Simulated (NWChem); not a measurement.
# CH5BClO− (SMILES CO[BH2-]Cl): levels of theory compared

We compute a comparison of 5 runs (HF/3-21G, HF/def2-SVP, B3LYP/6-31G*, PBE0/def2-SVP, wB97X/6-31+G*) of CH5BClO−. 

The calculation is run with NWChem 7.3.0.

## 1. The system as given

CH5BClO−: 9 atoms, total charge -1, spin state singlet. SMILES: `CO[BH2-]Cl`. The coordinates come from a GFN2-xTB relaxation. This is one conformer, not always the lowest.

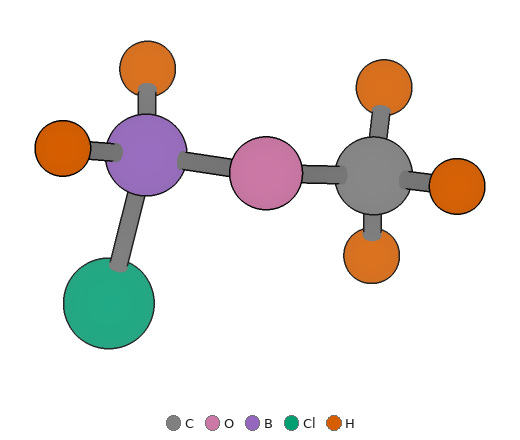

The structure, seen from a chosen angle (carbon grey, oxygen pink, boron purple, chlorine teal, hydrogen orange).

## 2. Energy and gradient at HF/3-21G (run 1)

mymol.nw reads:

```
start mymol
title "CH5BClO"
memory stack 880 mb heap 220 mb global 1100 mb
charge -1
geometry units angstroms noautosym nocenter noautoz
  C       -0.086810       1.195690       0.242840
  O        0.795580       0.227980      -0.203260
  B        0.329410      -1.143120      -0.142950
  Cl      -1.086130      -1.390280      -1.424870
  H       -1.004390       1.223220      -0.364980
  H       -0.388630       1.022330       1.291410
  H        0.407050       2.174230       0.177440
  H       -0.181000      -1.440460       0.918460
  H        1.214930      -1.869600      -0.494090
end
basis spherical bse
  * library 3-21G
end
scf
  thresh 1e-08
  maxiter 80
  noprint "final vectors analysis"
end
task scf gradient
```

On the command line:

```
$ nwchem mymol.nw > mymol.out
```

Output:

```text
[...]
  functions       =    50
[...]
  wavefunction    = RHF
[...]
         Total SCF energy =   -596.931080118583
      One-electron energy =  -1131.514309741540
      Two-electron energy =    384.042953204273
 Nuclear repulsion energy =    150.540276418684
        Time for solution =      1.7s
[...]
                         RHF ENERGY GRADIENTS
    atom               coordinates                        gradient
                 x          y          z           x          y          z
   1 C      -0.164047   2.259526   0.458901    0.017723  -0.025111  -0.008517
   2 O       1.503428   0.430820  -0.384106   -0.015468   0.010064   0.004239
   3 B       0.622495  -2.160184  -0.270136   -0.031084   0.003063  -0.020678
   4 Cl     -2.052488  -2.627248  -2.692614    0.033592   0.007748   0.028935
   5 H      -1.898022   2.311551  -0.689712   -0.006880  -0.001989  -0.006605
   6 H      -0.734404   1.931924   2.440411   -0.000657  -0.003837   0.007924
   7 H       0.769213   4.108699   0.335313    0.005391   0.004071  -0.001973
   8 H      -0.342040  -2.722075   1.735638   -0.000062   0.000868  -0.002340
   9 H       2.295885  -3.533032  -0.933695   -0.002554   0.005123  -0.000985
[...]
```

Run time: 3.6 s. Hardware: 1 thread of Intel Xeon Platinum 8375C at 2.90GHz (Ice Lake), shared host; peak memory 0.1 GiB.

## 3. Energy and gradient at HF/def2-SVP (run 2)

test.xyz reads:

```xyz
9
CH5BClO
C     -0.086810     1.195690     0.242840
O      0.795580     0.227980    -0.203260
B      0.329410    -1.143120    -0.142950
Cl    -1.086130    -1.390280    -1.424870
H     -1.004390     1.223220    -0.364980
H     -0.388630     1.022330     1.291410
H      0.407050     2.174230     0.177440
H     -0.181000    -1.440460     0.918460
H      1.214930    -1.869600    -0.494090
```

test.nw reads:

```
START test
TITLE "CH5BClO"
memory total 2200 mb
charge -1

GEOMETRY units angstrom noautosym nocenter noautoz
load test.xyz
END

BASIS spherical bse
* library def2-SVP
END

SCF
thresh 1e-08
maxiter 80
END

TASK scf gradient
```

On the command line:

```
$ nwchem test.nw > test.out
```

Output:

```text
[...]
  functions       =    85
[...]
  wavefunction    = RHF
[...]
         Total SCF energy =   -599.650163337519
      One-electron energy =  -1134.862324815200
      Two-electron energy =    384.671885058996
 Nuclear repulsion energy =    150.540276418685
        Time for solution =     10.4s
[...]
                         RHF ENERGY GRADIENTS
    atom               coordinates                        gradient
                 x          y          z           x          y          z
   1 C      -0.164047   2.259526   0.458901   -0.008778   0.008654   0.005043
   2 O       1.503428   0.430820  -0.384106    0.010951  -0.006748  -0.008268
   3 B       0.622495  -2.160184  -0.270136   -0.009548  -0.011889  -0.001338
   4 Cl     -2.052488  -2.627248  -2.692614    0.017536   0.003822   0.016134
   5 H      -1.898022   2.311551  -0.689712   -0.002728  -0.001484  -0.002687
   6 H      -0.734404   1.931924   2.440411   -0.000411  -0.002456   0.002702
   7 H       0.769213   4.108699   0.335313    0.002758  -0.001057  -0.001569
   8 H      -0.342040  -2.722075   1.735638    0.000411   0.001539  -0.010408
   9 H       2.295885  -3.533032  -0.933695   -0.010192   0.009620   0.000391
[...]
```

It took 15 s on 1 thread of Intel Xeon Platinum 8375C at 2.90GHz (Ice Lake), shared host; peak memory 0.1 GiB.

Runs 3 to 4 aren't shown in full; the table further down has their settings and results.

## 4. Energy and gradient at wB97X/6-31+G(d) (spherical functions) (run 5)

geom.xyz reads:

```xyz
9
CH5BClO gradient
C     -0.086810     1.195690     0.242840
O      0.795580     0.227980    -0.203260
B      0.329410    -1.143120    -0.142950
Cl    -1.086130    -1.390280    -1.424870
H     -1.004390     1.223220    -0.364980
H     -0.388630     1.022330     1.291410
H      0.407050     2.174230     0.177440
H     -0.181000    -1.440460     0.918460
H      1.214930    -1.869600    -0.494090
```

geom.nw reads:

```
start geom
title "CH5BClO gradient"
memory total 2200 mb
charge -1

geometry noautosym nocenter noautoz
 load format xyz geom.xyz
end

basis spherical bse
 * library 6-31+G*
end

dft
 xc wb97x
 grid xfine
 convergence energy 1e-08
 maxiter 100
 mulliken
end

task dft gradient
```

On the command line:

```
$ nwchem geom.nw > geom.out
```

Output:

```text
[...]
          Wavefunction type:  closed shell.
          No. of atoms     :     9
          No. of electrons :    42
[...]
          Charge           :    -1
          Spin multiplicity:     1
[...]
          AO basis - number of functions:    86
[...]
              XC Information
              --------------
                       wb97x  Method XC Functional
                     Hartree-Fock (Exact) Exchange  1.000
                         wb97x Exchange Functional  1.000
                      wb97x Correlation Functional  1.000
[...]
 d= 0,ls=0.0,diis     1   -601.3256821624 -7.52D+02  1.45D-02  8.44D-01    11.0
[...]
 d= 0,ls=0.0,diis    10   -601.4446716887 -9.28D-09  1.37D-06  2.99D-09   102.7
         Total DFT energy =     -601.444671688720
      One electron energy =    -1134.738910525140
           Coulomb energy =      431.194692824408
    Exchange-Corr. energy =      -48.440730406673
 Nuclear repulsion energy =      150.540276418685
[...]
      Total Density - Mulliken Population Analysis
     ---------------------------------------------
    Atom       Charge   Shell Charges
 -----------   ------   -------------------------------------------------------
    1 C    6     6.43   2.00  0.66  2.06  0.60  0.86  0.10  0.08  0.07
    2 O    8     8.50   2.00  0.89  2.94  0.92  1.64 -0.01  0.11  0.02
    3 B    5     4.89   2.00  0.54  1.48  0.28  0.35  0.09  0.06  0.10
    4 Cl  17    17.45   2.00  2.00  5.97  1.36  3.67  0.58  1.71 -0.00  0.16  0.01
    5 H    1     0.82   0.53  0.29
    6 H    1     0.85   0.53  0.32
    7 H    1     0.86   0.54  0.33
    8 H    1     1.10   0.52  0.58
    9 H    1     1.09   0.53  0.57
[...]
  wavefunction    = closed shell
[...]
                         DFT ENERGY GRADIENTS
    atom               coordinates                        gradient
                 x          y          z           x          y          z
   1 C      -0.164047   2.259526   0.458901    0.000594  -0.001538  -0.000795
   2 O       1.503428   0.430820  -0.384106   -0.004668  -0.001478  -0.000291
   3 B       0.622495  -2.160184  -0.270136   -0.005936  -0.003900  -0.002107
   4 Cl     -2.052488  -2.627248  -2.692614    0.013658   0.002979   0.012061
   5 H      -1.898022   2.311551  -0.689712    0.001529  -0.000944   0.000745
   6 H      -0.734404   1.931924   2.440411    0.000720  -0.000171  -0.001670
   7 H       0.769213   4.108699   0.335313    0.000349  -0.002660  -0.000617
   8 H      -0.342040  -2.722075   1.735638    0.001941   0.000304  -0.008560
   9 H       2.295885  -3.533032  -0.933695   -0.008185   0.007408   0.001233
[...]
```

Wall time 2.3 min (1 thread of Intel Xeon Platinum 8375C at 2.90GHz (Ice Lake), shared host); peak memory 0.14 GiB.

## 5. All runs side by side

```
run                                level  Cartesian functions  iteration cap  energy (Eh)  largest force (eV/Å)  wall time
  1                             HF/3-21G                   no             80  -596.931080                 2.314      3.6 s
  2                          HF/def2-SVP                   no             80  -599.650163                 1.241       15 s
  3   B3LYP/6-31G* (Cartesian functions)                  yes            100  -601.490887                 1.260       46 s
  4                        PBE0/def2-SVP                   no            100  -600.917734                 0.919       41 s
  5  wB97X/6-31+G* (spherical functions)                   no            100  -601.444672                 0.949    2.3 min
```

## 6. Outcome

```
                                                    quantity          value
                                         run 5: total energy  -601.44467 Eh
                                          run 5: HOMO energy       -4.42 eV
                                          run 5: LUMO energy        5.36 eV
run 5: HOMO–LUMO gap (to an unbound level, set by the basis)        9.78 eV
                             run 5: largest force on an atom     0.949 eV/Å
```

What this shows: Over runs 2, 3, 4, 5 the HOMO–LUMO gap runs from 8.06 eV (PBE0/def2-SVP) to 14.30 eV (HF/def2-SVP). Exact exchange widens orbital gaps. The empty levels of an anion lie above zero and hang on the basis. Totals of different functionals can't be ranked against each other. All runs together took 4 min, the longest 2.3 min.
